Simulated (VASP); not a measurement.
Band structure of Li2GePbS4 (space group I-42m). These are PBEsol GGA, VASP's PBE PAW potentials (set 64) (plane waves; VASP) values and carry that method's errors.

The path is coarsely sampled, so an indirect gap can come out somewhat too large. Unless said otherwise, spin-orbit coupling is left out, though it shifts the bands of the heavy elements here.

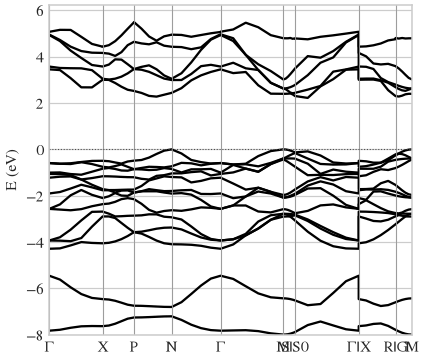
Bands along high-symmetry lines, zero at the valence-band maximum or, without a gap, the Fermi level

Task: Read the plot: is there a gap, and where are the band edges?

Result: The gap is indirect, 2.22 eV, from the valence maximum at M to the conduction minimum at S0-Γ at 0.20.

The structure comes from a computed database's Li2GePbS4 entry; how it stands against other phases isn't given here. The cell was not relaxed at this level.
